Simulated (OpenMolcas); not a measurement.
**One shape, several levels: doublet CuOH+**

We compute a comparison of 5 runs (UB3LYP/6-31G*, UBLYP/cc-pVTZ, UM06-L/cc-pVTZ, USVWN5/cc-pVTZ, ROMP2/cc-pVTZ) of doublet CuOH+. 

Program for the calculation: OpenMolcas 26.06.

### 1 The system as given

CuOH+ has 3 atoms, charge +1, and is taken as a doublet. As SMILES of the parent species, `[Cu]O`. The coordinates come from a PBE0-D4/def2-TZVP relaxation. That shape belongs to the parent species and isn't relaxed for this state.

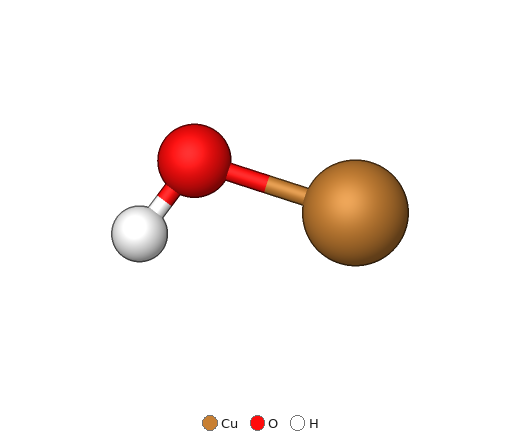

The structure, seen from a chosen angle (copper orange, oxygen red, hydrogen white).

### 2 The energy at UB3LYP/6-31G(d) (spherical functions) (run 1)

The input, mol.input:

```
>>> EXPORT MOLCAS_PRINT=2

&GATEWAY
 BASLIB=$CurrDir
 COORD
 3
 angstrom
 Cu      -1.152790       0.285260      -0.596950
 O        0.412870       0.307820       0.260030
 H        0.739920      -0.593080       0.336920
 BASIS=6-31Gs
 GROUP=NoSym

&SEWARD
 GRIDINPUT
 Grid=UltraFine
 End of Grid

&SCF
 UHF
 CHARGE=1
 SPIN=2
 KSDFT=B3LYP
 THRESHOLDS=1e-10 1e-07 1e-07 1e-05
 PRORBITALS=1 1
```

The basis set 6-31G* is read from a file made from the Basis Set Exchange's data (not shown).

Run with:

```sh
$ export MOLCAS_MEM=1860
$ pymolcas mol.input > mol.log
```

Log:

```text
--- Start Module: gateway ---
[...]
--- Stop Module: gateway /rc=_RC_ALL_IS_WELL_ ---
--- Start Module: seward ---
[...]
      Basis functions           50
--- Stop Module: seward /rc=_RC_ALL_IS_WELL_ ---
[...]
--- Start Module: scf ---
[...]
       Convergence after  27 Iterations
[...]
::    Total KS-DFT energy                           -1715.7255276176
[...]
      Total spin, S                                     0.5027767061
[...]
      Total electronic charge=   37.000000
      Total            charge=    1.000000
[...]
      Dipole Moment (debye):
      Origin of the operator (angstrom)=   -0.8156    0.2787   -0.4137
                   X= -2.3357E+00               Y= -1.5442E+00               Z= -1.4488E+00           Total=  3.1527E+00
      Center of Charge (angstrom)
[...]
--- Stop Module: scf /rc=_RC_ALL_IS_WELL_ ---
[...]
```

It took 20 s on 1 thread of Intel Xeon Platinum 8259CL at 2.50GHz (Skylake/Cascade Lake), shared host; peak memory 0.38 GiB.

### 3 A single-point energy at UBLYP/cc-pVTZ (run 2)

The input, mol.inp:

```
* CuHO Kohn-Sham DFT
&GATEWAY
BasLib=$CurrDir
Coord
3
bohr
Cu    -2.17845738     0.53906327    -1.12807201
O      0.78021123     0.58169550     0.49138548
H      1.39824615    -1.12075877     0.63668653
Basis=cc-pVTZ
Group=NoSym
&SEWARD
GridInput
Grid=UltraFine
End of Grid
&SCF
UHF
Charge=1
Spin=2
KSDFT=BLYP
Thresholds=1e-10 1e-07 1e-07 1e-05
PrOrbitals=1 2
```

The basis set cc-pVTZ is read from a file made from the Basis Set Exchange's data (not shown).

Run with:

```sh
$ export MOLCAS_MEM=1860
$ pymolcas mol.inp > mol.log
```

Log:

```text
--- Start Module: gateway ---
[...]
--- Stop Module: gateway /rc=_RC_ALL_IS_WELL_ ---
--- Start Module: seward ---
[...]
      Basis functions          112
--- Stop Module: seward /rc=_RC_ALL_IS_WELL_ ---
[...]
--- Start Module: scf ---
[...]
       Convergence after  23 Iterations
[...]
::    Total KS-DFT energy                           -1716.1695781473
[...]
      Total spin, S                                     0.5017641718
[...]
      Total electronic charge=   37.000000
      Total            charge=    1.000000
[...]
      Dipole Moment (debye):
      Origin of the operator (angstrom)=   -0.8156    0.2787   -0.4137
                   X= -1.0783E+00               Y= -1.4411E+00               Z= -7.5099E-01           Total=  1.9503E+00
      Center of Charge (angstrom)
[...]
--- Stop Module: scf /rc=_RC_ALL_IS_WELL_ ---
[...]
```

Wall time 64 s (1 thread of Intel Xeon Platinum 8259CL at 2.50GHz (Skylake/Cascade Lake), shared host); peak memory 0.67 GiB.

Run 3 isn't shown in full; the table further down has it.

### 4 The energy at USVWN5/cc-pVTZ (run 4)

The input, mol.inp:

```
&GATEWAY
BASLIB = $CurrDir
COORD
3
angstrom
Cu      -1.152790       0.285260      -0.596950
O        0.412870       0.307820       0.260030
H        0.739920      -0.593080       0.336920
BASIS = cc-pVTZ
GROUP = NoSym
&SEWARD
GRIDINPUT
Grid=UltraFine
End of Grid
&SCF
UHF
CHARGE = 1
SPIN = 2
KSDFT = SVWN5
THRESHOLDS = 1e-10 1e-07 1e-07 1e-05
PRORBITALS = 1 2
```

The basis set cc-pVTZ is read from a file made from the Basis Set Exchange's data (not shown).

Run with:

```sh
$ export MOLCAS_MEM=1860
$ pymolcas mol.inp > mol.log
```

Log:

```text
--- Start Module: gateway ---
[...]
--- Stop Module: gateway /rc=_RC_ALL_IS_WELL_ ---
--- Start Module: seward ---
[...]
      Basis functions          112
--- Stop Module: seward /rc=_RC_ALL_IS_WELL_ ---
[...]
--- Start Module: scf ---
[...]
       Convergence after  22 Iterations
[...]
::    Total KS-DFT energy                           -1712.7750488292
[...]
      Total spin, S                                     0.5017469252
[...]
      Total electronic charge=   37.000000
      Total            charge=    1.000000
[...]
      Dipole Moment (debye):
      Origin of the operator (angstrom)=   -0.8156    0.2787   -0.4137
                   X= -1.0757E+00               Y= -1.4852E+00               Z= -7.5452E-01           Total=  1.9830E+00
      Center of Charge (angstrom)
[...]
--- Stop Module: scf /rc=_RC_ALL_IS_WELL_ ---
[...]
```

Run time: 44 s. Hardware: 1 thread of Intel Xeon Platinum 8259CL at 2.50GHz (Skylake/Cascade Lake), shared host; peak memory 0.67 GiB.

### 5 A single-point energy at ROMP2/cc-pVTZ (run 5)

The input, geom.xyz:

```xyz
3

Cu    -1.152790     0.285260    -0.596950
O      0.412870     0.307820     0.260030
H      0.739920    -0.593080     0.336920
```

The input, calc.input:

```
* CuHO ROMP2

&GATEWAY
  BASLIB
  $CurrDir
  COORD
  geom.xyz
  BASIS
  cc-pVTZ
  GROUP
  NoSym

&SEWARD

&SCF
  UHF
  CHARGE
  1
  SPIN
  2
  THRESHOLDS
  1e-10 1e-07 1e-07 1e-05
  PRORBITALS
  1 1

&RASSCF
  FILEORB
  $Project.UnaOrb
  SPIN
  2
  NACTEL
  1 0 0
  INACTIVE
  18
  RAS2
  1
  OUTORBITALS
  Canonical
  ORBLISTING
  Nothing

&CASPT2
  IPEA
  0.0
  FROZEN
  6
```

The basis set cc-pVTZ is read from a file made from the Basis Set Exchange's data (not shown).

Run with:

```sh
$ export MOLCAS_MEM=1860
$ pymolcas calc.input > calc.log
```

Log:

```text
--- Start Module: gateway ---
[...]
--- Stop Module: gateway /rc=_RC_ALL_IS_WELL_ ---
[...]
      Basis functions          112
[...]
       Convergence after  23 Iterations
[...]
::    Total SCF energy                              -1714.1586465664
[...]
      Total spin, S                                     0.5044734219
[...]
--- Start Module: rasscf ---
[...]
      Number of active orbitals                  1
[...]
      Spin quantum number                      0.5
[...]
      Active orbitals                            1
[...]
      Number of CSFs                             1
[...]
      Number of root(s) required                 1
[...]
      Convergence after  8 iterations
[...]
      printout of CI-coefficients larger than  0.05 for root  1
      energy=   -1714.153261
      conf/sym  1     Coeff  Weight
             1  u   1.00000 1.00000
      Natural orbitals and occupation numbers for root  1
      sym 1:   1.000000
      ************************************************************************************************************************
      *                                                    Final results                                                     *
[...]
::    RASSCF root number  1 Total energy:  -1714.15326129
[...]
      Total electronic charge=   37.000000
      Total            charge=    1.000000
[...]
      Dipole Moment (debye):
      Origin of the operator (angstrom)=   -0.8156    0.2787   -0.4137
                   X= -8.4411E-02               Y= -1.7323E+00               Z= -2.4141E-01           Total=  1.7511E+00
      Center of Charge (angstrom)
[...]
--- Stop Module: rasscf /rc=_RC_ALL_IS_WELL_ ---
[...]
--- Start Module: caspt2 ---
[...]
      E2 (Variational):          -1.0994788931
      Total energy:           -1715.2527401791
[...]
      Reference weight:           0.85811
[...]
::    CASPT2 Root  1     Total energy:  -1715.25274018
[...]
```

It took 42 s on 1 thread of Intel Xeon Platinum 8259CL at 2.50GHz (Skylake/Cascade Lake), shared host; peak memory 0.67 GiB.

### 6 The series

| run | level | integration grid | frozen core orbitals | energy (Eh) | HOMO energy (eV) | LUMO energy (eV) | ⟨S²⟩ | wall time |
| --- | --- | --- | --- | --- | --- | --- | --- | --- |
| 1 | UB3LYP/6-31G* (spherical functions) | UltraFine | – | -1715.725528 | -14.65 | -11.34 | 0.756 | 20 s |
| 2 | UBLYP/cc-pVTZ | UltraFine | – | -1716.169578 | -13.87 | -13.35 | 0.754 | 64 s |
| 3 | UM06-L/cc-pVTZ | UltraFine | – | -1716.006757 | -13.74 | -12.74 | 0.757 | 92 s |
| 4 | USVWN5/cc-pVTZ | UltraFine | – | -1712.775049 | -14.15 | -13.93 | 0.753 | 44 s |
| 5 | ROMP2/cc-pVTZ | – | 6 | -1715.252740 | – | – | – | 42 s |

### 7 Outcome

| quantity | value |
| --- | --- |
| run 5: total energy | -1715.25274 Eh |

Totals of different functionals can't be ranked against each other. All runs together took 4.4 min, the longest 92 s.
